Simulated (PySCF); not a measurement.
C$_{2}$H$_{7}$ClO, SMILES `Cl.CCO`.

Computed with PySCF, PBE0/def2-SVPD, geometry: GFN2-xTB. GFN2-xTB bond lengths at metals and heavier atoms can be off by up to 0.1 Å and shapes distorted, which carries into these values.

Input script:

```python
import numpy as np
from pyscf import gto, scf, dft
from pyscf.scf import atom_ks, atom_hf
from scipy.linalg import block_diag
from pyscf.dispersion import dftd3

def solve(mol, dm0=None, hcore=None):
    mf = (dft.UKS if mol.spin else dft.RKS)(mol, xc='pbe0')
    mf.grids.level = 3
    mf = mf.density_fit(auxbasis='def2-universal-jkfit')
    mf.conv_tol, mf.max_cycle = 1e-8, 80
    if hcore is not None:
        mf.get_hcore = lambda *args: hcore
    mf.kernel(dm0)
    if not mf.converged:
        mf = mf.newton().run(mf.mo_coeff, mf.mo_occ, max_cycle=30)
    assert mf.converged, 'SCF not converged'
    return mf

mol = gto.M(atom='''
Cl    -2.02212    -0.17070     0.03924
H     -0.87738     0.46043    -0.00266
C      1.68056    -1.08658    -0.17793
C      1.64203     0.31513     0.41317
O      0.67618     1.14310    -0.21840
H      2.39608    -1.69576     0.36639
H      1.98012    -1.05329    -1.22433
H      0.69949    -1.54921    -0.10943
H      2.63019     0.78695     0.34220
H      1.34757     0.28152     1.46347
H      0.85488     1.15509    -1.16703
''', basis='def2-svpd', charge=0, spin=0, verbose=4)
mol_a = gto.M(atom='''
Cl    -2.02212    -0.17070     0.03924
H     -0.87738     0.46043    -0.00266
ghost-C      1.68056    -1.08658    -0.17793
ghost-C      1.64203     0.31513     0.41317
ghost-O      0.67618     1.14310    -0.21840
ghost-H      2.39608    -1.69576     0.36639
ghost-H      1.98012    -1.05329    -1.22433
ghost-H      0.69949    -1.54921    -0.10943
ghost-H      2.63019     0.78695     0.34220
ghost-H      1.34757     0.28152     1.46347
ghost-H      0.85488     1.15509    -1.16703
''', basis='def2-svpd', charge=0, spin=0, verbose=4)
mol_b = gto.M(atom='''
ghost-Cl    -2.02212    -0.17070     0.03924
ghost-H     -0.87738     0.46043    -0.00266
C      1.68056    -1.08658    -0.17793
C      1.64203     0.31513     0.41317
O      0.67618     1.14310    -0.21840
H      2.39608    -1.69576     0.36639
H      1.98012    -1.05329    -1.22433
H      0.69949    -1.54921    -0.10943
H      2.63019     0.78695     0.34220
H      1.34757     0.28152     1.46347
H      0.85488     1.15509    -1.16703
''', basis='def2-svpd', charge=0, spin=0, verbose=4)
ab, a, b = solve(mol), solve(mol_a), solve(mol_b)
e_int = ab.e_tot - a.e_tot - b.e_tot
print('counterpoise-corrected interaction energy / kcal/mol', e_int * 627.5095)
def disp(atoms, charge):
    m = gto.M(atom=atoms, charge=charge, basis='sto-3g', spin=None, unit='Bohr', verbose=0)
    return dftd3.DFTD3Dispersion(m, xc='pbe0', version='d3bj').get_dispersion()['energy']
e_disp = disp(mol._atom, mol.charge) - disp(mol._atom[:2], mol_a.charge) - disp(mol._atom[2:], mol_b.charge)
print('D3(BJ) part / kcal/mol', e_disp * 627.5095)
# spherically averaged free atoms, for the promolecule
atm = atom_ks.get_atm_nrks(mol, xc='pbe0')
pro = block_diag(*[(atm[a[0]][2] * atm[a[0]][3]) @ atm[a[0]][2].T for a in mol._atom])
np.savez('result.npz', e_int=e_int, e_disp=e_disp, dm_a=a.make_rdm1(), dm_b=b.make_rdm1(), c=ab.mo_coeff, occ=ab.mo_occ, eps=ab.mo_energy, pro=pro, d=[f.dip_moment(verbose=0) for f in (ab, a, b)])
```

Command:

```sh
OMP_NUM_THREADS=1 python input.py
```

The run took 41 s on 1 thread of Arm Neoverse V1 (shared host), peak memory 0.63 GiB.

Partitions, critical points and surface values were worked out afterwards from this run's density.

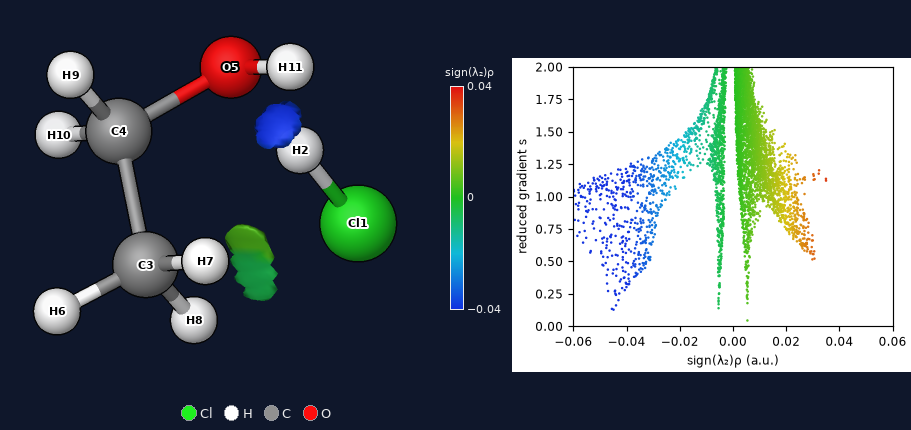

Non-covalent interaction surfaces between the fragments (reduced density gradient s = 0.4, coloured by sign(λ₂)ρ in a.u.; trimmed to the region between the fragments where ρ is under 0.06 a.u.). Fragment A: HCl (atoms 1–2); fragment B: H6C2O. The plot gives s against sign(λ₂)ρ for grid points between the fragments.

Question: Interpret the surfaces between the fragments.

Answer: Bond critical points between the fragments: H2···O5, hydrogen bond, 1.71 Å, ρ = 0.046 a.u.; Cl1···H8, weak C–H hydrogen bond, 3.05 Å, ρ = 0.005 a.u., a bond path close to vanishing (ellipticity 1.6). The strongest appears blue (attractive, sign(λ₂)ρ well below zero). Several contacts close a ring, whose ring point adds a part with positive λ₂ between them. The pose is a local one from a semi-empirical search, not shown to be the most stable.

Question: How strongly are they bound?

Answer: The counterpoise-corrected interaction energy of the frozen fragments is −7.1 kcal/mol without dispersion correction and −8.3 kcal/mol with D3(BJ). The pair geometry is semi-empirical, not a minimum at this level.
